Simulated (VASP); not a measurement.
Band structure of Pt$_{3}$Ti (L1_2). All values below come from RPBE GGA, VASP's PBE PAW potentials (set 64) (plane waves; VASP).

Unless said otherwise, spin-orbit coupling is left out, though it shifts the bands of the heavy elements here.

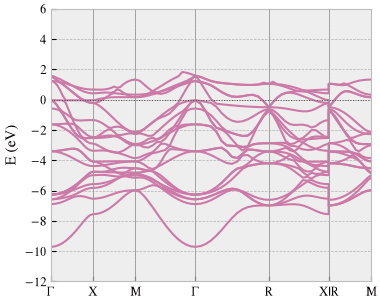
Fig. 1. Bands along high-symmetry lines, zero at the valence-band maximum or, without a gap, the Fermi level

Question: Read the plot: is there a gap, and where are the band edges?

Answer: It has no gap at this level: it comes out as a metal or semimetal. (Edges off the drawn lines would not show.)

The compound is Pt3Ti in the L1_2 structure. It was relaxed first.
